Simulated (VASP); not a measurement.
# Run report: Rh, geometry relaxation (part 4 of 4)

The same run, continued: Rh (slab, 6 atoms in the cell); Kohn-Sham DFT of a periodic cell, PBE with D3, VASP PAW PBE potentials, recommended, no spin polarisation (VASP 6.6.1); cutoff 520 eV, 11×11×1 k-mesh, Gaussian smearing of 0.05 eV. The structure derives from an entry of the Crystallography Open Database. It belongs to a series of runs on one base structure; here: the (1 1 1) slab of Rh, cut from the database cell, not relaxed.

Geometry of the input (Å; fractional positions):
```
2.6892  0.0000  -0.0000
-1.3446  2.3289  0.0000
0.0000  0.0000  25.9786
Rh 0.6667  0.3333  0.2887
Rh 0.3333  0.6667  0.3732
Rh 0.0000  0.0000  0.4577
Rh 0.6667  0.3333  0.5423
Rh 0.3333  0.6667  0.6268
Rh 0.0000  0.0000  0.7113
```

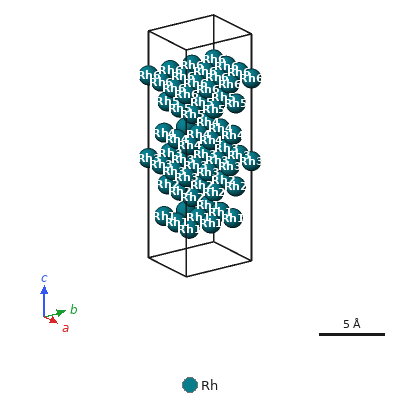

Figure 1. The geometry at step 6 of the log (spheres-only view of the 3 × 3 repeat of the cell, with the vacuum cut short, seen slightly off an axis; atoms are numbered from 1 in the order of the input).

Trajectory as extended XYZ, continued
```
6
Lattice="2.6892 0.0000 0.0000 -1.3446 2.3289 0.0000 0.0000 0.0000 25.9786" Properties=species:S:1:pos:R:3:forces:R:3 step=3 energy=-44.73878
Rh    1.3446    0.7763    7.5000    0.0000   0.0000   0.2454
Rh    0.0000    1.5526    9.6957    0.0000   0.0000  -0.0005
Rh    0.0000    0.0000   11.8914    0.0000   0.0000  -0.1031
Rh    1.3446    0.7763   14.1069    0.0000   0.0000  -0.0449
Rh    0.0000    1.5526   16.2844    0.0000   0.0000  -0.0545
Rh    0.0000    0.0000   18.4553    0.0000   0.0000  -0.0424
6
Lattice="2.6892 0.0000 0.0000 -1.3446 2.3289 0.0000 0.0000 0.0000 25.9786" Properties=species:S:1:pos:R:3:forces:R:3 step=4 energy=-44.73912
Rh    1.3446    0.7763    7.5000    0.0000   0.0000   0.2462
Rh    0.0000    1.5526    9.6957    0.0000   0.0000  -0.0036
Rh    0.0000    0.0000   11.8914    0.0000   0.0000  -0.1143
Rh    1.3446    0.7763   14.1050    0.0000   0.0000  -0.0427
Rh    0.0000    1.5526   16.2813    0.0000   0.0000  -0.0467
Rh    1.3446    2.3289   18.4520    0.0000   0.0000  -0.0390
6
Lattice="2.6892 0.0000 0.0000 -1.3446 2.3289 0.0000 0.0000 0.0000 25.9786" Properties=species:S:1:pos:R:3:forces:R:3 step=5 energy=-44.73996
Rh    1.3446    0.7763    7.5000    0.0000   0.0000   0.2467
Rh    0.0000    1.5526    9.6957    0.0000   0.0000  -0.0105
Rh    0.0000    0.0000   11.8914    0.0000   0.0000  -0.1498
Rh    1.3446    0.7763   14.0996    0.0000   0.0000  -0.0364
Rh    0.0000    1.5526   16.2721    0.0000   0.0000  -0.0200
Rh    0.0000    0.0000   18.4420    0.0000   0.0000  -0.0299
6
Lattice="2.6892 0.0000 0.0000 -1.3446 2.3289 0.0000 0.0000 0.0000 25.9786" Properties=species:S:1:pos:R:3:forces:R:3 step=6 energy=-44.74054
Rh    1.3446    0.7763    7.5000    0.0000   0.0000   0.2456
Rh    0.0000    1.5526    9.6957    0.0000   0.0000  -0.0236
Rh    0.0000    0.0000   11.8914    0.0000   0.0000  -0.2247
Rh    1.3446    0.7763   14.0886    0.0000   0.0000  -0.0223
Rh    0.0000    1.5526   16.2536    0.0000   0.0000   0.0370
Rh    1.3446    2.3289   18.4219    0.0000   0.0000  -0.0119
6
Lattice="2.6892 0.0000 0.0000 -1.3446 2.3289 0.0000 0.0000 0.0000 25.9786" Properties=species:S:1:pos:R:3:forces:R:3 step=7 energy=-44.74055
Rh    1.3446    0.7763    7.5000    0.0000   0.0000   0.2457
Rh    0.0000    1.5526    9.6957    0.0000   0.0000  -0.0222
Rh    0.0000    0.0000   11.8914    0.0000   0.0000  -0.2151
Rh    1.3446    0.7763   14.0900    0.0000   0.0000  -0.0242
Rh    0.0000    1.5526   16.2560    0.0000   0.0000   0.0295
Rh    0.0000    0.0000   18.4245    0.0000   0.0000  -0.0137
6
Lattice="2.6892 0.0000 0.0000 -1.3446 2.3289 0.0000 0.0000 0.0000 25.9786" Properties=species:S:1:pos:R:3:forces:R:3 step=8 energy=-44.74041
Rh    1.3446    0.7763    7.5000    0.0000   0.0000   0.2487
Rh    0.0000    1.5526    9.6957    0.0000   0.0000  -0.0306
Rh    0.0000    0.0000   11.8914    0.0000   0.0000  -0.2358
Rh    1.3446    0.7763   14.0852    0.0000   0.0000   0.0485
Rh    0.0000    1.5526   16.2586    0.0000   0.0000  -0.0637
Rh    2.6892    0.0000   18.4203    0.0000   0.0000   0.0329
6
Lattice="2.6892 0.0000 0.0000 -1.3446 2.3289 0.0000 0.0000 0.0000 25.9786" Properties=species:S:1:pos:R:3:forces:R:3 step=9 energy=-44.74059
Rh    1.3446    0.7763    7.5000    0.0000   0.0000   0.2467
Rh    0.0000    1.5526    9.6957    0.0000   0.0000  -0.0251
Rh    0.0000    0.0000   11.8914    0.0000   0.0000  -0.2212
Rh    1.3446    0.7763   14.0885    0.0000   0.0000  -0.0008
Rh    0.0000    1.5526   16.2568    0.0000   0.0000   0.0000
Rh    0.0000    0.0000   18.4231    0.0000   0.0000   0.0005
```
